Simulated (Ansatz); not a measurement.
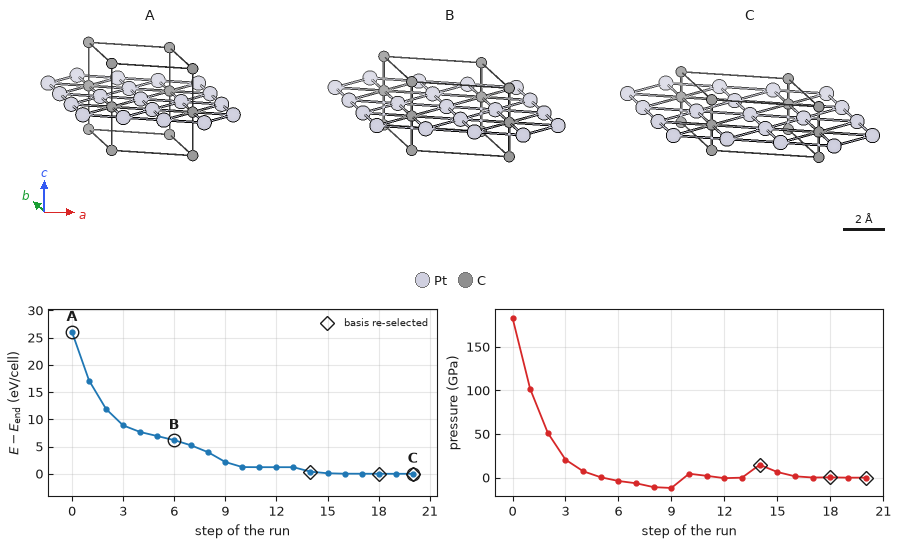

Frames of a relaxation of crystalline Pt₃C₂ (a generated structure, set up in P6/mmm) (coarse preliminary run), marked on the history of the run. The picture is a ball-and-stick view of the cell of the calculation, seen slightly off an axis.

These are results of DFT PBE, scalar-relativistic, plane waves, PAW in Ansatz, not measurements.

Input file:
```yaml
crystal:
  lattice:
    - [4.15085935, 0.0, 0.0]
    - [-2.07542968, 3.59474965, 0.0]
    - [0.0, 0.0, 4.48091955]
  atoms:
    - { symbol: Pt, position: [0.5, 0.0, 0.5] }
    - { symbol: Pt, position: [0.0, 0.5, 0.5] }
    - { symbol: Pt, position: [0.5, 0.5, 0.5] }
    - { symbol: C, position: [0.0, 0.0, 0.0] }
    - { symbol: C, position: [0.0, 0.0, 0.5] }
basis:
  ecutwfc: 420
kpoints:
  mp_grid: { grid: [6, 6, 4] }
hamiltonian:
  xc: pbe
scf:
  occupations: { method: gaussian, width: 0.1 }
  lower_state_search: "off"
output:
  forces: true
  stress: true
  eigenvalues: true
relax:
  adjacent_minimum: "off"
  f_tol: 0.04
  max_steps: 70
  cell: { stress_tol: 0.4 }
```

Command:
```bash
ansatz run input.yaml --threads 1 --pin off --max-ram 2560MiB --backend cpu --events-out ev --progress --plain --runs-dir out
```

### What happens along the run?

After 17 accepted moves (20 points after the start) the energy has fallen by 26.039 eV per cell of the calculation. All forces vanish by symmetry, so only the cell relaxes. Pressure: 183.29 GPa at the start and 0.01 GPa at the end. At 3 points the geometry stayed and the basis and grid were re-selected for the new cell (energy shift of 0.826 eV per cell of the calculation at most each time). The atoms keep their places relative to the cell (all moves are under 0.005 Å). The volume changes by +1.9 %, with a = b 4.151 → 5.492 Å (+32.3 %), c 4.481 → 2.610 Å (−41.8 %). Among the contacts that change: Pt1–Pt1 4.481 → 2.610 Å, C4–C5 2.240 → 1.305 Å, Pt1–Pt2 2.075 → 2.746 Å, Pt1–C5 2.075 → 2.746 Å. New bonds form: C4–C5 (2.24 → 1.30 Å). The space group stays P6/mmm (No. 191). Cost: 49 s on 1 thread of Arm Neoverse V2 (shared host), peak memory 0.35 GiB. From step 0 to 6: volume +14.4 %, energy −19.859 eV per cell of the calculation. From step 6 to 20: volume −10.9 %, energy −6.180 eV per cell of the calculation.

| step | E − E(0), meV/atom | pressure, GPa | volume, Å³/atom | note |
| --- | --- | --- | --- | --- |
| 0 | 0.00 | 183.29 | 13.372 |  |
| 1 | -1780.70 | 101.71 | 14.681 |  |
| 2 | -2828.34 | 51.28 | 15.836 |  |
| 3 | -3429.23 | 20.68 | 16.414 |  |
| 4 | -3672.56 | 7.35 | 16.362 |  |
| 5 | -3820.84 | 0.43 | 15.941 |  |
| 6 | -3971.84 | -3.81 | 15.295 |  |
| 7 | -4164.66 | -6.45 | 14.627 |  |
| 8 | -4418.71 | -10.89 | 13.938 |  |
| 9 | -4775.33 | -11.82 | 13.238 |  |
| 10 | -4961.16 | 4.52 | 12.400 |  |
| 11 | -4965.14 | 2.09 | 12.475 |  |
| 12 | -4965.37 | -0.58 | 12.565 |  |
| 13 | -4965.46 | -0.01 | 12.545 |  |
| 14 | -5130.66 | 14.77 | 12.545 | same geometry, new basis |
| 15 | -5188.13 | 6.47 | 13.061 |  |
| 16 | -5204.72 | 1.55 | 13.478 |  |
| 17 | -5205.46 | 0.17 | 13.602 |  |
| 18 | -5207.76 | 0.34 | 13.602 | same geometry, new basis |
| 19 | -5207.76 | 0.00 | 13.632 |  |
| 20 | -5207.81 | 0.01 | 13.632 | same geometry, new basis |
